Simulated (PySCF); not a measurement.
**Ca: excitation energies in x2c-QZVPPall**

Wanted: the excitation energy of calcium, up a ladder of methods.

The numbers are computed with PySCF 2.14.0 (unrestricted determinants in a Gaussian basis, no spin-orbit coupling in the energies), except any that are marked as measured or tabulated.

## Step 1: What is computed

* Element: calcium (Z = 20)
* Basis: x2c-QZVPPall (11s7p4d3f, 73 functions)
* Hamiltonian: the spin-free X2C one-electron Hamiltonian (Gaussian nucleus)
* State 1: Ca: [Ar] 4s1 4p1, high-spin 3P determinant (an excited configuration)
* State 2: Ca: [Ar] 3d2, high-spin 3F determinant (an excited configuration)
* Needed too, but not shown: Ca [Ar] 4s2 (1S)
* Methods: UHF, LDA, PBE, PBE0, r2SCAN, CAM-B3LYP, BHandHLYP, M06-2X, BP86, MP2
* Core shells frozen in the correlated runs: valence: [Ar]; valence and next inner shell: [Ne] (for Ca)

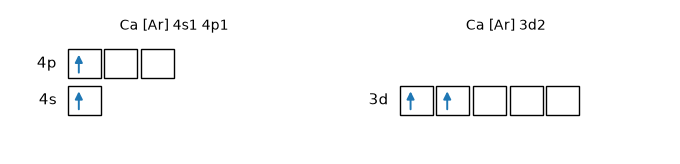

Outer shells as boxes.

The runs were made by one driver on top of PySCF. The scripts below sum up each run's settings (the driver also hands on starting orbitals that pick excited configurations, and frozen orbitals as a list rather than a count), and the logs come from the driver's own runs. The driver starts from symmetry-adapted Hartree-Fock orbitals, holds the occupation by maximum overlap and uses a logarithmic radial grid for functionals, so a plain start would take other cycles.

The integrals over 73 functions and the set-up took 0.68 s of CPU time.

## Step 2: Ca [Ar] 4s1 4p1

#### UHF

input.py

```python
from pyscf import gto, scf, dft, mp, cc
import basis_set_exchange as bse
mol = gto.M(atom="Ca 0 0 0", charge=0, spin=2, symmetry="D2h",
            basis=gto.basis.parse(bse.get_basis("x2c-QZVPPall", elements=["Ca"], fmt="nwchem")),
            nucmod="G")
mf = scf.UHF(mol).sfx2c1e()
mf.irrep_nelec = {'Ag': (4, 3), 'B1u': (2, 2), 'B2u': (3, 2), 'B3u': (2, 2)}
mf.kernel()
```

What it wrote:

```text
damping factor = 0
level_shift factor = 0
DIIS = <class 'pyscf.scf.diis.CDIIS'>
diis_start_cycle = 1
diis_space = 10
diis_damp = 0
SCF conv_tol = 1e-09
SCF conv_tol_grad = None
number electrons alpha = 11  beta = 9
cycle= 1 E= -679.597753614842  delta_E= -0.00173  |g|= 0.0108  |ddm|= 0.0588
cycle= 2 E= -679.598233856256  delta_E= -0.00048  |g|= 0.00628  |ddm|= 0.0299
cycle= 3 E= -679.598496539769  delta_E= -0.000263  |g|= 0.0024  |ddm|= 0.0337
cycle= 4 E= -679.598531508208  delta_E= -3.5e-05  |g|= 0.00025  |ddm|= 0.0174
cycle= 5 E= -679.5985316368  delta_E= -1.29e-07  |g|= 2.4e-05  |ddm|= 0.00115
cycle= 6 E= -679.598531637773  delta_E= -9.72e-10  |g|= 6.5e-06  |ddm|= 0.000149
converged SCF energy = -679.598531637773  <S^2> = 2.0001212  2S+1 = 3.0000808
```

CPU time 6.1 s on a shared host, the integrals not counted.

Orbital energies by shell (radii are means over both spins):

```
shell  electrons  mean orbital energy (eV)  spread (eV)  rms radius (bohr)
 1s α          1                   -4085.7            0             0.0888
 1s β          1                   -4085.6            0             0.0888
 2s α          1                   -462.57            0              0.393
 2s β          1                   -462.45            0              0.393
 2p α          3                   -372.07        0.049              0.362
 2p β          3                   -371.99        0.045              0.362
 3s α          1                   -62.609            0               1.24
 3s β          1                   -62.257            0               1.24
 3p α          3                   -37.505        0.014               1.38
 3p β          3                   -37.295        0.267               1.38
 4s α          1                    -7.153            0               4.35
 4p α          1                    -4.282            0               5.40
```

⟨S²⟩ = 2.000, ⟨L²⟩ = 2.10.

Spin-orbit constants on these orbitals (cm⁻¹; bare nucleus, screened nucleus, mean field): 4p 99.55, 89.59, 83.70. To first order in LS coupling the lowest level has J = 0 and lies 0.0104 eV below the centre of the term.

#### LDA

input.py, as changed from the run before:

```diff
@@ -5,3 +5,3 @@
             nucmod="G")
-mf = scf.UHF(mol).sfx2c1e()
+mf = dft.UKS(mol, xc="LDA,VWN").sfx2c1e()
 mf.irrep_nelec = {'Ag': (4, 3), 'B1u': (2, 2), 'B2u': (3, 2), 'B3u': (2, 2)}
```

What it wrote:

```text
damping factor = 0
level_shift factor = 0
DIIS = <class 'pyscf.scf.diis.CDIIS'>
diis_start_cycle = 1
diis_space = 10
diis_damp = 0
SCF conv_tol = 1e-09
SCF conv_tol_grad = None
number electrons alpha = 11  beta = 9
XC functionals = LDA,VWN
    P. A. M. Dirac.,  Math. Proc. Cambridge Philos. Soc. 26, 376 (1930)
    F. Bloch.,  Z. Phys. 57, 545 (1929)
    S. H. Vosko, L. Wilk, and M. Nusair.,  Can. J. Phys. 58, 1200 (1980)
cycle= 1 E= -678.529042356502  delta_E= -0.0165  |g|= 0.0297  |ddm|= 0.335
cycle= 2 E= -678.529110764147  delta_E= -6.84e-05  |g|= 0.00473  |ddm|= 0.0468
cycle= 3 E= -678.529120381287  delta_E= -9.62e-06  |g|= 0.0028  |ddm|= 0.0204
cycle= 4 E= -678.529122719866  delta_E= -2.34e-06  |g|= 0.000106  |ddm|= 0.00507
cycle= 5 E= -678.529122724669  delta_E= -4.8e-09  |g|= 3.25e-06  |ddm|= 0.000332
cycle= 6 E= -678.529122724705  delta_E= -3.55e-11  |g|= 5.26e-07  |ddm|= 7.12e-05
converged SCF energy = -678.529122724705  <S^2> = 2.0001131  2S+1 = 3.0000754
```

CPU time 1.3 s on a shared host, the integrals not counted.

#### PBE

input.py, as changed from the run before:

```diff
@@ -5,3 +5,3 @@
             nucmod="G")
-mf = dft.UKS(mol, xc="LDA,VWN").sfx2c1e()
+mf = dft.UKS(mol, xc="PBE").sfx2c1e()
 mf.irrep_nelec = {'Ag': (4, 3), 'B1u': (2, 2), 'B2u': (3, 2), 'B3u': (2, 2)}
```

What it wrote:

```text
damping factor = 0
level_shift factor = 0
DIIS = <class 'pyscf.scf.diis.CDIIS'>
diis_start_cycle = 1
diis_space = 10
diis_damp = 0
SCF conv_tol = 1e-09
SCF conv_tol_grad = None
number electrons alpha = 11  beta = 9
XC functionals = PBE
    J. P. Perdew, K. Burke, and M. Ernzerhof.,  Phys. Rev. Lett. 77, 3865 (1996)
    J. P. Perdew, K. Burke, and M. Ernzerhof.,  Phys. Rev. Lett. 78, 1396 (1997)
    J. P. Perdew, K. Burke, and M. Ernzerhof.,  Phys. Rev. Lett. 77, 3865 (1996)
    J. P. Perdew, K. Burke, and M. Ernzerhof.,  Phys. Rev. Lett. 78, 1396 (1997)
cycle= 1 E= -680.17888145088  delta_E= -0.00922  |g|= 0.0144  |ddm|= 0.262
cycle= 2 E= -680.17895370863  delta_E= -7.23e-05  |g|= 0.00938  |ddm|= 0.061
cycle= 3 E= -680.178978669434  delta_E= -2.5e-05  |g|= 0.000391  |ddm|= 0.0166
cycle= 4 E= -680.1789788965  delta_E= -2.27e-07  |g|= 0.000109  |ddm|= 0.00285
cycle= 5 E= -680.178978914056  delta_E= -1.76e-08  |g|= 1.68e-05  |ddm|= 0.00074
cycle= 6 E= -680.178978914584  delta_E= -5.28e-10  |g|= 1.21e-06  |ddm|= 0.000109
converged SCF energy = -680.178978914584  <S^2> = 2.0000444  2S+1 = 3.0000296
```

CPU time 1.9 s on a shared host, the integrals not counted.

#### PBE0

input.py, as changed from the run before:

```diff
@@ -5,3 +5,3 @@
             nucmod="G")
-mf = dft.UKS(mol, xc="PBE").sfx2c1e()
+mf = dft.UKS(mol, xc="PBE0").sfx2c1e()
 mf.irrep_nelec = {'Ag': (4, 3), 'B1u': (2, 2), 'B2u': (3, 2), 'B3u': (2, 2)}
```

What it wrote:

```text
damping factor = 0
level_shift factor = 0
DIIS = <class 'pyscf.scf.diis.CDIIS'>
diis_start_cycle = 1
diis_space = 10
diis_damp = 0
SCF conv_tol = 1e-09
SCF conv_tol_grad = None
number electrons alpha = 11  beta = 9
XC functionals = PBE0
    C. Adamo and V. Barone.,  J. Chem. Phys. 110, 6158 (1999)
    M. Ernzerhof and G. E. Scuseria.,  J. Chem. Phys. 110, 5029 (1999)
cycle= 1 E= -680.221794379393  delta_E= -0.00559  |g|= 0.013  |ddm|= 0.194
cycle= 2 E= -680.221898890792  delta_E= -0.000105  |g|= 0.00552  |ddm|= 0.0364
cycle= 3 E= -680.221915731099  delta_E= -1.68e-05  |g|= 0.000989  |ddm|= 0.0118
cycle= 4 E= -680.221922156541  delta_E= -6.43e-06  |g|= 0.000435  |ddm|= 0.0069
cycle= 5 E= -680.22192390473  delta_E= -1.75e-06  |g|= 8.59e-05  |ddm|= 0.00437
cycle= 6 E= -680.221923950934  delta_E= -4.62e-08  |g|= 9.1e-06  |ddm|= 0.000794
cycle= 7 E= -680.221923951085  delta_E= -1.51e-10  |g|= 3.69e-07  |ddm|= 9.19e-05
converged SCF energy = -680.221923951085  <S^2> = 2.000042  2S+1 = 3.000028
```

CPU time 2.6 s on a shared host, the integrals not counted.

#### r2SCAN

input.py, as changed from the run before:

```diff
@@ -5,3 +5,3 @@
             nucmod="G")
-mf = dft.UKS(mol, xc="PBE0").sfx2c1e()
+mf = dft.UKS(mol, xc="R2SCAN").sfx2c1e()
 mf.irrep_nelec = {'Ag': (4, 3), 'B1u': (2, 2), 'B2u': (3, 2), 'B3u': (2, 2)}
```

What it wrote:

```text
damping factor = 0
level_shift factor = 0
DIIS = <class 'pyscf.scf.diis.CDIIS'>
diis_start_cycle = 1
diis_space = 10
diis_damp = 0
SCF conv_tol = 1e-09
SCF conv_tol_grad = None
number electrons alpha = 11  beta = 9
XC functionals = R2SCAN
    J. W. Furness, A. D. Kaplan, J. Ning, J. P. Perdew, and J. Sun.,  J. Phys. Chem. Lett. 11, 8208-8215 (2020)
    J. W. Furness, A. D. Kaplan, J. Ning, J. P. Perdew, and J. Sun.,  J. Phys. Chem. Lett. 11, 9248-9248 (2020)
    J. W. Furness, A. D. Kaplan, J. Ning, J. P. Perdew, and J. Sun.,  J. Phys. Chem. Lett. 11, 8208-8215 (2020)
    J. W. Furness, A. D. Kaplan, J. Ning, J. P. Perdew, and J. Sun.,  J. Phys. Chem. Lett. 11, 9248-9248 (2020)
cycle= 1 E= -680.356298795804  delta_E= -0.00523  |g|= 0.012  |ddm|= 0.205
cycle= 2 E= -680.356365748241  delta_E= -6.7e-05  |g|= 0.00573  |ddm|= 0.0311
cycle= 3 E= -680.356379213573  delta_E= -1.35e-05  |g|= 0.000991  |ddm|= 0.0106
cycle= 4 E= -680.356383268375  delta_E= -4.05e-06  |g|= 0.000412  |ddm|= 0.00623
cycle= 5 E= -680.356384101652  delta_E= -8.33e-07  |g|= 4.51e-05  |ddm|= 0.00413
cycle= 6 E= -680.356384103084  delta_E= -1.43e-09  |g|= 3.76e-06  |ddm|= 0.000213
cycle= 7 E= -680.356384103106  delta_E= -2.26e-11  |g|= 1.6e-07  |ddm|= 4.43e-05
converged SCF energy = -680.356384103106  <S^2> = 2.0001486  2S+1 = 3.0000991
```

CPU time 5.3 s on a shared host, the integrals not counted.

#### CAM-B3LYP

input.py, as changed from the run before:

```diff
@@ -5,3 +5,3 @@
             nucmod="G")
-mf = dft.UKS(mol, xc="R2SCAN").sfx2c1e()
+mf = dft.UKS(mol, xc="CAMB3LYP").sfx2c1e()
 mf.irrep_nelec = {'Ag': (4, 3), 'B1u': (2, 2), 'B2u': (3, 2), 'B3u': (2, 2)}
```

What it wrote:

```text
damping factor = 0
level_shift factor = 0
DIIS = <class 'pyscf.scf.diis.CDIIS'>
diis_start_cycle = 1
diis_space = 10
diis_damp = 0
SCF conv_tol = 1e-09
SCF conv_tol_grad = None
number electrons alpha = 11  beta = 9
XC functionals = CAMB3LYP
    T. Yanai, D. P. Tew, and N. C. Handy.,  Chem. Phys. Lett. 393, 51 (2004)
cycle= 1 E= -680.428479814183  delta_E= -0.00875  |g|= 0.0168  |ddm|= 0.234
cycle= 2 E= -680.428748197604  delta_E= -0.000268  |g|= 0.00535  |ddm|= 0.0534
cycle= 3 E= -680.428802832676  delta_E= -5.46e-05  |g|= 0.00217  |ddm|= 0.0158
cycle= 4 E= -680.428834929495  delta_E= -3.21e-05  |g|= 0.00113  |ddm|= 0.0113
cycle= 5 E= -680.428848406802  delta_E= -1.35e-05  |g|= 0.00034  |ddm|= 0.00933
cycle= 6 E= -680.428849462842  delta_E= -1.06e-06  |g|= 3.27e-05  |ddm|= 0.00377
cycle= 7 E= -680.428849464241  delta_E= -1.4e-09  |g|= 4.52e-06  |ddm|= 0.000179
cycle= 8 E= -680.428849464277  delta_E= -3.62e-11  |g|= 4.25e-07  |ddm|= 4.89e-05
converged SCF energy = -680.428849464277  <S^2> = 2.0000205  2S+1 = 3.0000137
```

It used 4 s of CPU time after the integrals (shared host).

#### BHandHLYP

input.py, as changed from the run before:

```diff
@@ -5,3 +5,3 @@
             nucmod="G")
-mf = dft.UKS(mol, xc="CAMB3LYP").sfx2c1e()
+mf = dft.UKS(mol, xc="BHANDHLYP").sfx2c1e()
 mf.irrep_nelec = {'Ag': (4, 3), 'B1u': (2, 2), 'B2u': (3, 2), 'B3u': (2, 2)}
```

What it wrote:

```text
damping factor = 0
level_shift factor = 0
DIIS = <class 'pyscf.scf.diis.CDIIS'>
diis_start_cycle = 1
diis_space = 10
diis_damp = 0
SCF conv_tol = 1e-09
SCF conv_tol_grad = None
number electrons alpha = 11  beta = 9
XC functionals = BHANDHLYP
    A. D. Becke.,  J. Chem. Phys. 98, 1372 (1993)
    Defined through Gaussian implementation.
cycle= 1 E= -680.40400265328  delta_E= -0.00421  |g|= 0.0142  |ddm|= 0.194
cycle= 2 E= -680.404190098056  delta_E= -0.000187  |g|= 0.0042  |ddm|= 0.0432
cycle= 3 E= -680.404225746234  delta_E= -3.56e-05  |g|= 0.00165  |ddm|= 0.0128
cycle= 4 E= -680.404242928411  delta_E= -1.72e-05  |g|= 0.000786  |ddm|= 0.00838
cycle= 5 E= -680.404248394448  delta_E= -5.47e-06  |g|= 0.000168  |ddm|= 0.00622
cycle= 6 E= -680.404248563006  delta_E= -1.69e-07  |g|= 8.02e-06  |ddm|= 0.0016
cycle= 7 E= -680.404248563157  delta_E= -1.51e-10  |g|= 1.84e-06  |ddm|= 5.14e-05
converged SCF energy = -680.404248563157  <S^2> = 2.0000347  2S+1 = 3.0000231
```

CPU time 2.5 s on a shared host, the integrals not counted.

#### M06-2X

input.py, as changed from the run before:

```diff
@@ -5,3 +5,3 @@
             nucmod="G")
-mf = dft.UKS(mol, xc="BHANDHLYP").sfx2c1e()
+mf = dft.UKS(mol, xc="M062X").sfx2c1e()
 mf.irrep_nelec = {'Ag': (4, 3), 'B1u': (2, 2), 'B2u': (3, 2), 'B3u': (2, 2)}
```

What it wrote:

```text
damping factor = 0
level_shift factor = 0
DIIS = <class 'pyscf.scf.diis.CDIIS'>
diis_start_cycle = 1
diis_space = 10
diis_damp = 0
SCF conv_tol = 1e-09
SCF conv_tol_grad = None
number electrons alpha = 11  beta = 9
XC functionals = M062X
    Y. Zhao and D. G. Truhlar.,  Theor. Chem. Acc. 120, 215 (2008)
    Y. Zhao and D. G. Truhlar.,  Theor. Chem. Acc. 120, 215 (2008)
cycle= 1 E= -680.408810032681  delta_E= -0.00841  |g|= 0.0311  |ddm|= 0.508
cycle= 2 E= -680.40897701721  delta_E= -0.000167  |g|= 0.0053  |ddm|= 0.0837
cycle= 3 E= -680.408992880331  delta_E= -1.59e-05  |g|= 0.00141  |ddm|= 0.0334
cycle= 4 E= -680.408995228898  delta_E= -2.35e-06  |g|= 0.000492  |ddm|= 0.0137
cycle= 5 E= -680.40899541168  delta_E= -1.83e-07  |g|= 0.000732  |ddm|= 0.00571
cycle= 6 E= -680.408995564134  delta_E= -1.52e-07  |g|= 8.12e-05  |ddm|= 0.00211
cycle= 7 E= -680.408995569773  delta_E= -5.64e-09  |g|= 4.6e-05  |ddm|= 0.000628
cycle= 8 E= -680.408995570561  delta_E= -7.88e-10  |g|= 2.02e-05  |ddm|= 0.000193
converged SCF energy = -680.408995570561  <S^2> = 2.000171  2S+1 = 3.000114
```

CPU time 6.3 s on a shared host, the integrals not counted.

#### BP86

input.py, as changed from the run before:

```diff
@@ -5,3 +5,3 @@
             nucmod="G")
-mf = dft.UKS(mol, xc="M062X").sfx2c1e()
+mf = dft.UKS(mol, xc="B88,P86").sfx2c1e()
 mf.irrep_nelec = {'Ag': (4, 3), 'B1u': (2, 2), 'B2u': (3, 2), 'B3u': (2, 2)}
```

What it wrote:

```text
damping factor = 0
level_shift factor = 0
DIIS = <class 'pyscf.scf.diis.CDIIS'>
diis_start_cycle = 1
diis_space = 10
diis_damp = 0
SCF conv_tol = 1e-09
SCF conv_tol_grad = None
number electrons alpha = 11  beta = 9
XC functionals = B88,P86
    A. D. Becke.,  Phys. Rev. A 38, 3098 (1988)
    J. P. Perdew.,  Phys. Rev. B 33, 8822 (1986)
cycle= 1 E= -680.474128059344  delta_E= -0.00979  |g|= 0.0186  |ddm|= 0.285
cycle= 2 E= -680.474210039688  delta_E= -8.2e-05  |g|= 0.0113  |ddm|= 0.0519
cycle= 3 E= -680.474242233836  delta_E= -3.22e-05  |g|= 0.000226  |ddm|= 0.0198
cycle= 4 E= -680.474242316337  delta_E= -8.25e-08  |g|= 7.11e-05  |ddm|= 0.00261
cycle= 5 E= -680.474242321135  delta_E= -4.8e-09  |g|= 1.34e-05  |ddm|= 0.000422
cycle= 6 E= -680.474242321321  delta_E= -1.86e-10  |g|= 9.75e-07  |ddm|= 0.000101
converged SCF energy = -680.474242321321  <S^2> = 2.0000759  2S+1 = 3.0000506
```

CPU time 2 s on a shared host, the integrals not counted.

## Step 3: Ca [Ar] 4s1 4p1, continued

#### MP2 (valence)

Changes to input.py since step 2:

```diff
@@ -5,4 +5,5 @@
             nucmod="G")
-mf = dft.UKS(mol, xc="B88,P86").sfx2c1e()
+mf = scf.UHF(mol).sfx2c1e()
 mf.irrep_nelec = {'Ag': (4, 3), 'B1u': (2, 2), 'B2u': (3, 2), 'B3u': (2, 2)}
 mf.kernel()
+mp.UMP2(mf, frozen=9).kernel()
```

No log was kept for this step.

It used 0.08 s of CPU time after the integrals (shared host).

With 2 electrons correlated, the MP2 correlation energy is -0.00171 hartree (-0.00171 same spin, 0.00000 opposite spin); the SCS form gives -0.00057. Largest pairs of shells: 4s-4p -0.0017, 4s-4s 0.0000, 4p-4p 0.0000.

#### MP2 (valence and next inner shell)

input.py, as changed from the run before:

```diff
@@ -8,2 +8,2 @@
 mf.kernel()
-mp.UMP2(mf, frozen=9).kernel()
+mp.UMP2(mf, frozen=5).kernel()
```

This step left no log, only its results.

It used 0.35 s of CPU time after the integrals (shared host).

With 10 electrons correlated, the MP2 correlation energy is -0.21197 hartree (-0.05917 same spin, -0.15281 opposite spin); the SCS form gives -0.20309. Largest pairs of shells: 3p-3p -0.1489, 3s-3p -0.0350, 3p-4s -0.0118, 3s-3s -0.0079, 3p-4p -0.0053.

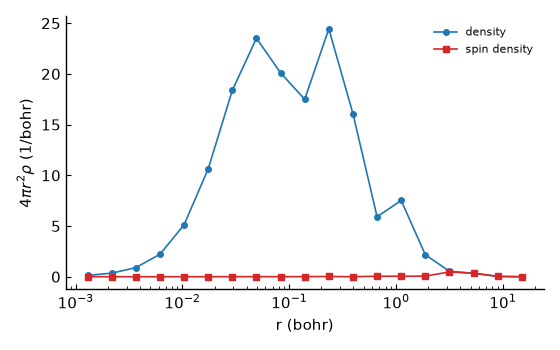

Radial density 4πr²ρ of Ca at UHF, at 19 stored radii joined by straight lines.

[end of part 1 of 2]
